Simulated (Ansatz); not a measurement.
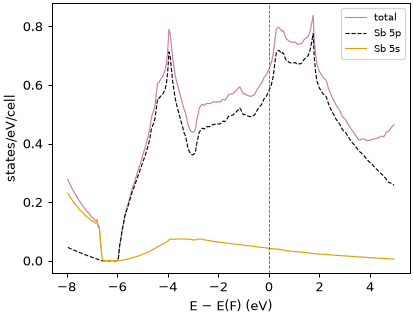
Figure. Total and projected density of states of Sb (body-centred tetragonal, space group No. 139), DFT-LDA in the program Ansatz with PAW potentials

Question: Which orbitals carry the states next to the Fermi level?

Answer: Within 0.5 eV of the Fermi level: Sb 5p 89 %, Sb 5s 6 %. Projections are on Löwdin-orthogonalised atomic valence shells; empty p or d shells of many metals are not among them.

Question: Where is the tallest occupied peak in this window, and what makes it?

Answer: Near -3.9 eV, about 0.79 states/eV per cell; the largest projected share is Sb 5p.

Space group I4/mmm (body-centred tetragonal). The workflow started from an entry of the Crystallography Open Database (COD), which files this formula under 5 space groups. It is not the phase usual at ambient conditions (space group No. 166). Symmetry was held in the LDA relaxation. At this level the phase is mechanically unstable. The volume moved by 16 % from the start of the relaxation. Spin–orbit coupling is left out wherever it is not named.

Potentials: the later of the program's two PAW sets.
